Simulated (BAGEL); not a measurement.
# GeH2S (SMILES [SH][GeH]): CASPT2(12,10)/6-31G(d) (density fitting with qzvpp-jkfit, spherical functions)

What is the vertical ionisation energy of GeH2S at CASPT2(12,10)/6-31G* (density fitting with qzvpp-jkfit, spherical functions)? 

The results are computed with BAGEL 1.2.2.

3 further runs of the same task are left out: 2 that didn't finish, 1 set aside as unsound or not needed.

### 1 The structure to begin with

The species is GeH2S (4 atoms), meant as a singlet with charge 0. SMILES: `[SH][GeH]`. The coordinates come from a PBE0-D4/def2-TZVP relaxation.

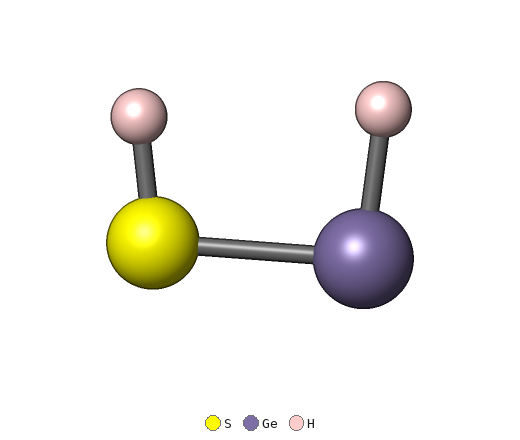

The structure, seen from a chosen angle (sulfur yellow, germanium purple, hydrogen pink).

### 2 The energy at CASPT2(12,10)/6-31G(d) (density fitting with qzvpp-jkfit, spherical functions)

calc.json

```json
{ "bagel" : [

{
  "title" : "molecule",
  "basis" : "6-31gs.json",
  "df_basis" : "qzvpp-jkfit",
  "angstrom" : true,
  "geometry" : [
    { "atom" : "S", "xyz" : [   -0.443300,   -1.201800,    0.271700 ] },
    { "atom" : "Ge", "xyz" : [   -0.841700,    0.737900,   -0.743600 ] },
    { "atom" : "H", "xyz" : [    0.779200,   -0.962100,    0.771200 ] },
    { "atom" : "H", "xyz" : [    0.561200,    1.365900,   -0.319400 ] }
  ]
},
{ "title" : "hf" },
{ "title" : "casscf", "nstate" : 1, "nact" : 10, "nclosed" : 19, "maxiter" : 200, "natocc" : true },
{ "title" : "print", "file" : "orbitals.molden", "orbitals" : true },
{ "title" : "smith", "method" : "caspt2", "ms" : true, "xms" : true, "sssr" : true, "shift" : 0.0, "ncore" : 14 }

]}
```

The basis set 6-31G* is read from a file made from the Basis Set Exchange's data (not shown).

Started as:

```sh
$ BAGEL_NUM_THREADS=1 BAGEL calc.json > calc.out
```

The program printed:

```text
* using 1 threads per process

  ===============================================================
  ===============================================================

  *** Geometry ***

  { "atom" : "S", "xyz" : [     -0.837716,     -2.271073,      0.513439 ] },
  { "atom" : "Ge", "xyz" : [     -1.590582,      1.394429,     -1.405200 ] },
  { "atom" : "H", "xyz" : [      1.472475,     -1.818106,      1.457357 ] },
  { "atom" : "H", "xyz" : [      1.060514,      2.581177,     -0.603579 ] },

  Number of auxiliary basis functions:      430

  Since a DF basis is specified, we compute 2- and 3-index integrals:
    o Being stored without compression. Storage requirement is 0.010 GB

  Number of basis functions:       54
  Number of electrons      :       50

    * METHOD: MOLECULE                             0.14

  *** RHF ***

  === Nuclear Repulsion ===
   147.9479275507

      * DIIS with orbital gradients will be used.

  === RHF iteration (6-31gs.json) ===
      0      -2473.71986497          0.00723539           0.04
      1      -2473.74452664          0.00253412           0.03
      2      -2473.74766727          0.00100640           0.03
      3      -2473.74827470          0.00029911           0.03
      4      -2473.74832507          0.00010259           0.03
      5      -2473.74833657          0.00003550           0.03
[... 6 lines of this table left out ...]
     12      -2473.74833848          0.00000001           0.03
     13      -2473.74833848          0.00000000           0.03
    * SCF iteration converged.

    * Permanent dipole moment:
           (   -0.411079,    -0.496039,     0.007557) a.u.

    * METHOD: HF                                   0.62

  ---------------------------
      CASSCF calculation
  ---------------------------

    * nstate   :      1
    * nclosed  :     19
    * nact     :     10
    * nvirt    :     25
  === CASSCF iteration (6-31gs.json) ===

    * Using the second-order algorithm

      0  0     -2473.76941837     1.95e-03      0.67

      1  0     -2473.80378181     1.73e-03      0.93

      2  0     -2473.81661983     5.15e-04      0.96

[... 71 lines of this table left out ...]

     39  0     -2473.81799888     8.73e-09      0.91

    * Second-order optimization converged. *

     guess   0:   closed 111111....           open ..........

  === FCI iteration ===

      0  0     -2473.74606335     1.37e-03      0.04
      1  0     -2473.80927247     5.54e-04      0.04
      2  0     -2473.81682207     2.14e-04      0.04
      3  0     -2473.81786416     7.00e-05      0.04
      4  0     -2473.81798040     2.72e-05      0.04
      5  0     -2473.81799524     1.22e-05      0.04
[... 10 lines of this table left out ...]
     16  0     -2473.81799888     2.48e-10      0.04
     17  0 *   -2473.81799888     8.35e-11      0.04

     * ci vector, state   0, <S^2> = 0.0000
       222222....    -0.9642038934
       22222.2...     0.1254290358
       2222.2..2.     0.0550499611
       222.22...2     0.0515828629
       22.2222...     0.0505318130

    * METHOD: CASSCF                              37.47

    * METHOD: PRINT                                0.01

  === SMITH program ===

    * freezing 14 orbitals

    * Approximate memory requirement for SMITH calulation per MPI process:
      o Storage requirement for T-amplitude, lambda, and residual is 0.00 GB
      o Storage requirement for MO integrals is 0.00 GB
    * Calculating and saving rdm4f

    * Zeroth order energy : state  0       -6.5346123107

    * CASPT2 iteration is performed using redundant basis

      ---- iteration ----

        0    -0.30095069     0.00700997      0.22
        1    -0.30225351     0.00078648      0.21
        2    -0.30228612     0.00010450      0.21
        3    -0.30228649     0.00001362      0.22
        4    -0.30228650     0.00000246      0.22
        5    -0.30228650     0.00000034      0.22

      -------------------

    * CASPT2 energy : state  0    -2474.1202853871
        reference weight              0.9229815980

    * METHOD: SMITH                               12.26

  ===============================================================
```

It took 51 s on 1 thread of Arm Neoverse V2, shared host; peak memory 5.1 GiB.

### 3 The doublet cation

calc.json

```json
{ "bagel" : [

{
  "title" : "molecule",
  "basis" : "6-31gs.json",
  "df_basis" : "qzvpp-jkfit",
  "angstrom" : true,
  "geometry" : [
    { "atom" : "S", "xyz" : [      -0.443300,      -1.201800,       0.271700 ] },
    { "atom" : "Ge", "xyz" : [      -0.841700,       0.737900,      -0.743600 ] },
    { "atom" : "H", "xyz" : [       0.779200,      -0.962100,       0.771200 ] },
    { "atom" : "H", "xyz" : [       0.561200,       1.365900,      -0.319400 ] }
  ]
},

{
  "title" : "hf",
  "charge" : 2
},

{
  "title" : "casscf",
  "nstate" : 1,
  "nact" : 10,
  "nclosed" : 19,
  "charge" : 1,
  "nspin" : 1,
  "maxiter" : 200,
  "natocc" : true
},

{
  "title" : "print",
  "file" : "orbitals.molden",
  "orbitals" : true
},

{
  "title" : "smith",
  "method" : "caspt2",
  "ms" : true,
  "xms" : true,
  "sssr" : true,
  "shift" : 0.0,
  "ncore" : 14
}

]}
```

The basis set 6-31G* is read from a file made from the Basis Set Exchange's data (not shown).

Started as:

```sh
$ BAGEL_NUM_THREADS=1 BAGEL calc.json > calc.out
```

The program printed:

```text
* using 1 threads per process

  ===============================================================
  ===============================================================

  *** Geometry ***

  { "atom" : "S", "xyz" : [     -0.837716,     -2.271073,      0.513439 ] },
  { "atom" : "Ge", "xyz" : [     -1.590582,      1.394429,     -1.405200 ] },
  { "atom" : "H", "xyz" : [      1.472475,     -1.818106,      1.457357 ] },
  { "atom" : "H", "xyz" : [      1.060514,      2.581177,     -0.603579 ] },

  Number of auxiliary basis functions:      430

  Since a DF basis is specified, we compute 2- and 3-index integrals:
    o Being stored without compression. Storage requirement is 0.010 GB

  Number of basis functions:       54
  Number of electrons      :       50

    * METHOD: MOLECULE                             0.13

  *** RHF ***

  === Nuclear Repulsion ===
   147.9479275507

      * DIIS with orbital gradients will be used.

  === RHF iteration (6-31gs.json) ===
      0      -2472.67103789          0.01404213           0.03
      1      -2472.76205483          0.00924382           0.03
      2      -2472.78543131          0.00192152           0.03
[... 30 lines of this table left out ...]
     33      -2472.79040155          0.00000001           0.03
    * SCF iteration converged.

    * Permanent dipole moment:
           (   -0.175169,    -1.245167,     0.431851) a.u.

    * METHOD: HF                                   1.15

  ---------------------------
      CASSCF calculation
  ---------------------------

    * nstate   :      1
    * nclosed  :     19
    * nact     :     10
    * nvirt    :     25
  === CASSCF iteration (6-31gs.json) ===

    * Using the second-order algorithm

      0  0     -2473.45753675     1.05e-02      1.38

      1  0     -2473.49850046     1.73e-03      1.38
[... 31 lines of this table left out ...]
     17  0     -2473.51134055     5.75e-09      1.33

    * Second-order optimization converged. *

     guess   0:   closed 11111.....           open .....1....

  === FCI iteration ===

      0  0     -2473.42317010     1.37e-03      0.04
      1  0     -2473.49590670     6.38e-04      0.05
      2  0     -2473.50887459     2.68e-04      0.05
[... 16 lines of this table left out ...]
     19  0     -2473.51134055     1.20e-09      0.05
    ** throwing out 1 trial vectors **
     20  0     -2473.51134055     6.60e-10      0.05
    ** throwing out 1 trial vectors **
     21  0     -2473.51134055     3.06e-10      0.05
    ** throwing out 1 trial vectors **
     22  0     -2473.51134055     1.32e-10      0.05
    ** throwing out 1 trial vectors **
     23  0 *   -2473.51134055     5.86e-11      0.04

     * ci vector, state   0, <S^2> = 0.7500
       22222a....    -0.9548887068
       2222.a2...    -0.1183526431
       222abaab..    -0.0541797821
       222.2a.2..    -0.0517056474
       222.2a..2.    -0.0510026285
       2.222a...2    -0.0500032265

    * METHOD: CASSCF                              25.27

    * METHOD: PRINT                                0.01

  === SMITH program ===

    * freezing 14 orbitals

    * Approximate memory requirement for SMITH calulation per MPI process:
      o Storage requirement for T-amplitude, lambda, and residual is 0.00 GB
      o Storage requirement for MO integrals is 0.00 GB
    * Calculating and saving rdm4f

    * Zeroth order energy : state  0       -8.5935273336

    * CASPT2 iteration is performed using redundant basis

      ---- iteration ----

        0    -0.27983314     0.00581363      0.22
        1    -0.28079369     0.00058748      0.22
        2    -0.28081404     0.00007163      0.22
        3    -0.28081423     0.00000831      0.21
        4    -0.28081424     0.00000129      0.21
        5    -0.28081424     0.00000016      0.21

      -------------------

    * CASPT2 energy : state  0    -2473.7921547893
        reference weight              0.9314102903

    * METHOD: SMITH                               13.71

  ===============================================================
```

It took 41 s on 1 thread of Arm Neoverse V2, shared host; peak memory 6.1 GiB.

### 4 Results

Level: CASPT2(12,10)/6-31G* (density fitting with qzvpp-jkfit, spherical functions), 14 core orbitals frozen.

| quantity | value |
| --- | --- |
| singlet GeH2S: total energy | -2474.12029 Eh |
| doublet cation: total energy | -2473.79215 Eh |
| vertical ionisation energy (to the doublet cation) | 8.929 eV |

**Reading.** Removing an electron at fixed nuclei costs 8.93 eV (206 kcal/mol).
